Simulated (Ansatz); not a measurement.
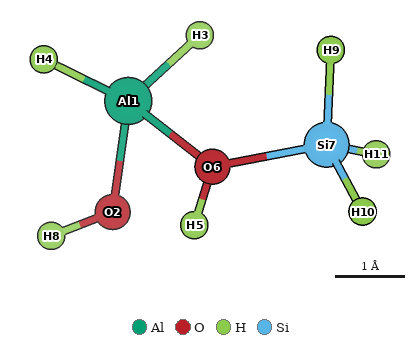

The starting structure (ball-and-stick view, seen at a tilt; atoms are numbered from 1 in the order of the input). Sticks mark near contacts. Bond lengths as drawn: Al–H 1.60 Å, Al–O 1.77 to 2.00 Å, H–O 0.96 to 0.99 Å, H–Si 1.48 Å and O–Si 1.71 Å.

**Run report: AlSiH7O2, nudged elastic band (part 1 of 2)**

The run: nudged elastic band of AlSiH7O2. Method and program: RKS r2SCAN-D4/6-31G* (Ansatz 0.2.0).

It belongs to a series of runs on one base structure; here: band between the two ends. Figures and captions count atoms from 1; the log counts them from 0 in places.

Input file
```yaml
crystal:
  periodic: [false, false, false]
  atoms:
    - { symbol: Al, position_ang: [-1.341342, -0.327025, 0.631566] }
    - { symbol: O, position_ang: [-0.340394, -1.324384, 1.695629] }
    - { symbol: H, position_ang: [-1.713281, -0.940226, -0.799588] }
    - { symbol: H, position_ang: [-2.304112, 0.728362, 1.348877] }
    - { symbol: H, position_ang: [0.833593, -0.040322, 0.881882] }
    - { symbol: O, position_ang: [0.40606, 0.548537, 0.206315] }
    - { symbol: Si, position_ang: [1.119018, 0.652299, -1.342527] }
    - { symbol: H, position_ang: [-0.578918, -1.398646, 2.626882] }
    - { symbol: H, position_ang: [0.178474, 1.463651, -2.141809] }
    - { symbol: H, position_ang: [2.426521, 1.336249, -1.188516] }
    - { symbol: H, position_ang: [1.314582, -0.698594, -1.918812] }
basis:
  gaussian: { orbitals: "6-31G*" }
hamiltonian:
  xc: r2scan
  dispersion: d4
neb:
  order_check: false
  images: 9
  f_tol: 0.05
  max_iterations: 60
  final_atoms:
    - { symbol: Al, position_ang: [-1.3103808, -0.16738146, 0.426553] }
    - { symbol: O, position_ang: [-0.40580778, -1.34970113, 1.78321294] }
    - { symbol: H, position_ang: [-2.28033301, -1.09337918, -0.43160021] }
    - { symbol: H, position_ang: [-1.88730417, 0.95700713, 1.41126547] }
    - { symbol: H, position_ang: [0.50490783, -1.20498255, 1.44919137] }
    - { symbol: O, position_ang: [0.28966102, 0.12645731, -0.23479694] }
    - { symbol: Si, position_ang: [1.15897159, 0.76582008, -1.46735435] }
    - { symbol: H, position_ang: [-0.44120202, -0.96014603, 2.67333366] }
    - { symbol: H, position_ang: [0.29039894, 1.39593904, -2.50672612] }
    - { symbol: H, position_ang: [2.09759323, 1.81346823, -0.96608845] }
    - { symbol: H, position_ang: [1.98369618, -0.28320043, -2.13709136] }
  initial_path:
    images:
      - { positions_ang: [[-1.341342, -0.327025, 0.631566], [-0.340394, -1.324384, 1.695629], [-1.713281, -0.940226, -0.799588], [-2.304112, 0.728362, 1.348877], [0.833593, -0.040322, 0.881882], [0.40606, 0.548537, 0.206315], [1.119018, 0.652299, -1.342527], [-0.578918, -1.398646, 2.626882], [0.178474, 1.463651, -2.141809], [2.426521, 1.336249, -1.188516], [1.314582, -0.698594, -1.918812]] }
      - { positions_ang: [[-1.43378956, -0.30143859, 0.63223413], [-0.30407555, -1.3091994, 1.67691874], [-1.90178413, -0.98425631, -0.67884251], [-2.32086031, 0.77530211, 1.36765722], [0.70569723, -0.13739201, 0.82783748], [0.33905115, 0.49789028, 0.09310716], [1.15749581, 0.66003308, -1.33874433], [-0.36859434, -1.35850933, 2.56397141], [0.29851966, 1.47193555, -2.19639852], [2.3954425, 1.3557933, -1.05083998], [1.43309852, -0.67025766, -1.89700181]] }
      - { positions_ang: [[-1.52623711, -0.27585218, 0.63290227], [-0.26775709, -1.29401481, 1.65820848], [-2.09028726, -1.02828662, -0.55809702], [-2.33760863, 0.82224222, 1.38643744], [0.57780147, -0.23446202, 0.77379296], [0.2720423, 0.44724356, -0.02010067], [1.19597362, 0.66776716, -1.33496166], [-0.15827067, -1.31837267, 2.50106082], [0.41856533, 1.48022009, -2.25098805], [2.364364, 1.37533759, -0.91316396], [1.55161505, -0.64192133, -1.87519162]] }
      - { positions_ang: [[-1.61868467, -0.25026578, 0.6335704], [-0.23143864, -1.27883021, 1.63949821], [-2.27879039, -1.07231693, -0.43735152], [-2.35435694, 0.86918233, 1.40521767], [0.4499057, -0.33153204, 0.71974844], [0.20503346, 0.39659685, -0.13330851], [1.23445143, 0.67550124, -1.33117899], [0.05205299, -1.278236, 2.43815024], [0.53861099, 1.48850464, -2.30557757], [2.33328549, 1.39488189, -0.77548793], [1.67013157, -0.61358499, -1.85338143]] }
      - { positions_ang: [[-1.71113223, -0.22467937, 0.63423854], [-0.19512019, -1.26364562, 1.62078795], [-2.46729352, -1.11634724, -0.31660603], [-2.37110525, 0.91612243, 1.42399789], [0.32200994, -0.42860205, 0.66570392], [0.13802461, 0.34595013, -0.24651635], [1.27292924, 0.68323532, -1.32739632], [0.26237666, -1.23809933, 2.37523965], [0.65865666, 1.49678919, -2.36016709], [2.30220699, 1.41442619, -0.63781191], [1.7886481, -0.58524865, -1.83157124]] }
      - { positions_ang: [[-1.80357979, -0.19909296, 0.63490667], [-0.15880173, -1.24846102, 1.60207769], [-2.65579665, -1.16037755, -0.19586054], [-2.38785357, 0.96306254, 1.44277811], [0.19411417, -0.52567206, 0.6116594], [0.07101576, 0.29530341, -0.35972418], [1.31140704, 0.6909694, -1.32361365], [0.47270032, -1.19796266, 2.31232906], [0.77870232, 1.50507373, -2.41475662], [2.27112849, 1.43397049, -0.50013589], [1.90716462, -0.55691232, -1.80976105]] }
      - { positions_ang: [[-1.70493999, -0.19275066, 0.59323594], [-0.20820294, -1.26870904, 1.63830474], [-2.58070392, -1.14697788, -0.24300847], [-2.28774369, 0.96185146, 1.43647558], [0.2562729, -0.66153416, 0.7791658], [0.11474481, 0.26153419, -0.33473874], [1.28091995, 0.70593954, -1.35236179], [0.28991985, -1.15039934, 2.38452998], [0.68104165, 1.48324679, -2.43315052], [2.23642144, 1.50987004, -0.5933264], [1.92247093, -0.50216994, -1.87522712]] }
      - { positions_ang: [[-1.60630019, -0.18640836, 0.5515652], [-0.25760415, -1.28895707, 1.67453179], [-2.50561119, -1.1335782, -0.29015641], [-2.18763381, 0.96064038, 1.43017305], [0.31843163, -0.79739626, 0.94667219], [0.15847386, 0.22776497, -0.30975329], [1.25043286, 0.72090967, -1.38110993], [0.10713938, -1.10283601, 2.4567309], [0.58338097, 1.46141986, -2.45154442], [2.20171439, 1.58576959, -0.68651692], [1.93777724, -0.44742756, -1.94069318]] }
      - { positions_ang: [[-1.5076604, -0.18006606, 0.50989447], [-0.30700536, -1.30920509, 1.71075884], [-2.43051846, -1.12017853, -0.33730434], [-2.08752393, 0.95942929, 1.42387053], [0.38059037, -0.93325836, 1.11417859], [0.20220291, 0.19399575, -0.28476784], [1.21994577, 0.73587981, -1.40985807], [-0.07564108, -1.05527268, 2.52893182], [0.4857203, 1.43959292, -2.46993832], [2.16700734, 1.66166914, -0.77970743], [1.95308356, -0.39268518, -2.00615924]] }
      - { positions_ang: [[-1.4090206, -0.17372376, 0.46822374], [-0.35640657, -1.32945311, 1.74698589], [-2.35542574, -1.10677886, -0.38445228], [-1.98741405, 0.95821821, 1.417568], [0.4427491, -1.06912045, 1.28168498], [0.24593196, 0.16022653, -0.25978239], [1.18945868, 0.75084994, -1.43860621], [-0.25842155, -1.00770936, 2.60113274], [0.38805962, 1.41776598, -2.48833222], [2.13230029, 1.73756868, -0.87289794], [1.96838987, -0.33794281, -2.0716253]] }
      - { positions_ang: [[-1.3103808, -0.16738146, 0.426553], [-0.40580778, -1.34970113, 1.78321294], [-2.28033301, -1.09337918, -0.43160021], [-1.88730417, 0.95700713, 1.41126547], [0.50490783, -1.20498255, 1.44919137], [0.28966102, 0.12645731, -0.23479694], [1.15897159, 0.76582008, -1.46735435], [-0.44120202, -0.96014603, 2.67333366], [0.29039894, 1.39593904, -2.50672612], [2.09759323, 1.81346823, -0.96608845], [1.98369618, -0.28320043, -2.13709136]] }
```

Launched with:
```bash
ansatz run input.yaml --threads 2 --pin off --max-ram 3072MiB --backend cpu --events-out ev --progress --plain --runs-dir out
```

What the program printed
```
Engine: ansatz 0.2.0, aarch64-unknown-linux-gnu
Functional definition: r2SCAN
  parameter k0 = 0.174
  parameter k1 = 0.065
  parameter a1 = 4.9479
  exchange = r2scan_x(k0 = k0, k1 = k1, a1 = a1)
  correlation = r2scan_c
1004 factors; their error is unknown
mean field evaluation 1: about -18672.4503 eV, gradient 6.7e1 eV
mean field evaluation 2: about -18643.8033 eV, gradient 1.3e2 eV
mean field evaluation 4: about -18679.9990 eV, gradient 1.2e1 eV
mean field evaluation 8: about -18680.2240 eV, gradient 3.5e-1 eV
mean field evaluation 16: about -18680.1688 eV, gradient 1.2e-5 eV
mean field -18680.16876851 eV, -686.4835403696 hartree, gradient 1.2e-5 eV, S^2 0.000000; 0 other end points of the search recorded, 0 dependent functions left out
the calculation of the forces begins
reference -18680.16878395 eV, -686.4835409369 hartree; 25, 25 occupied and 57, 57 virtual orbitals, 1004 factors
1004 factors; their error is unknown
mean field evaluation 32: about -18680.5039 eV, gradient 1.3e-5 eV
mean field -18680.50394112 eV, -686.4958577360 hartree, gradient 1.3e-5 eV, S^2 0.000000; 0 other end points of the search recorded, 0 dependent functions left out
[... from here on the field's lines of each further geometry are left out, up to the last ...]
NEB iter   1: max|band force component| = 1.059e1 eV/Å  barrier→ = 1.3353 eV  barrier← = 1.6689 eV  Δτ_max = 0.2000 Å  (278 SCF iters)
NEB iter   2: max|band force component| = 2.189e0 eV/Å  barrier→ = 0.4175 eV  barrier← = 0.7510 eV  Δτ_max = 0.2000 Å  (250 SCF iters)
NEB iter   3: max|band force component| = 1.016e0 eV/Å  barrier→ = 0.2090 eV  barrier← = 0.5426 eV  Δτ_max = 0.1952 Å  (248 SCF iters)
NEB iter   4: max|band force component| = 5.453e-1 eV/Å  barrier→ = 0.1362 eV  barrier← = 0.4697 eV  Δτ_max = 0.2000 Å  (244 SCF iters)
NEB iter   5: max|band force component| = 7.624e-1 eV/Å  barrier→ = 0.1310 eV  barrier← = 0.4645 eV  Δτ_max = 0.1003 Å  (244 SCF iters)
NEB iter   6: max|band force component| = 5.137e-1 eV/Å  barrier→ = 0.1084 eV  barrier← = 0.4419 eV  Δτ_max = 0.1005 Å  (241 SCF iters)
NEB iter   7: max|band force component| = 7.635e-1 eV/Å  barrier→ = 0.1037 eV  barrier← = 0.4373 eV  Δτ_max = 0.0500 Å  (244 SCF iters)
NEB iter   8: max|band force component| = 4.359e-1 eV/Å  barrier→ = 0.0979 eV  barrier← = 0.4314 eV  CI = image 4  Δτ_max = 0.1000 Å  (243 SCF iters)
NEB iter   9: max|band force component| = 8.394e-1 eV/Å  barrier→ = 0.1014 eV  barrier← = 0.4349 eV  CI = image 4  Δτ_max = 0.0500 Å  (241 SCF iters)
NEB iter  10: max|band force component| = 3.733e-1 eV/Å  barrier→ = 0.1000 eV  barrier← = 0.4335 eV  CI = image 4  Δτ_max = 0.0264 Å  (245 SCF iters)
NEB iter  11: max|band force component| = 7.112e-2 eV/Å  barrier→ = 0.0990 eV  barrier← = 0.4325 eV  CI = image 4  Δτ_max = 0.0687 Å  (243 SCF iters)
NEB iter  12: max|band force component| = 1.061e-1 eV/Å  barrier→ = 0.0982 eV  barrier← = 0.4318 eV  CI = image 4  Δτ_max = 0.0345 Å  (238 SCF iters)
NEB iter  13: max|band force component| = 9.082e-2 eV/Å  barrier→ = 0.0977 eV  barrier← = 0.4313 eV  CI = image 4  Δτ_max = 0.0346 Å  (242 SCF iters)
NEB iter  14: max|band force component| = 1.215e-1 eV/Å  barrier→ = 0.0975 eV  barrier← = 0.4310 eV  CI = image 4  Δτ_max = 0.0172 Å  (242 SCF iters)
NEB iter  15: max|band force component| = 1.025e-1 eV/Å  barrier→ = 0.0973 eV  barrier← = 0.4309 eV  CI = image 4  Δτ_max = 0.0172 Å  (239 SCF iters)
the calculation of the forces begins
reference -18680.50391820 eV, -686.4958568936 hartree; 25, 25 occupied and 57, 57 virtual orbitals, 1004 factors
1004 factors; their error is unknown
mean field evaluation 1280: about -18680.0719 eV, gradient 5.8e-4 eV
mean field -18680.07189159 eV, -686.4799802083 hartree, gradient 1.4e-5 eV, S^2 0.000000; 1 other end points of the search recorded, 0 dependent functions left out
the calculation of the forces begins
reference -18680.07190697 eV, -686.4799807738 hartree; 25, 25 occupied and 57, 57 virtual orbitals, 1004 factors
NEB iter  16: max|band force component| = 4.153e-2 eV/Å  barrier→ = 0.0972 eV  barrier← = 0.4307 eV  CI = image 4  Δτ_max = 0.0000 Å  (466 SCF iters)
```
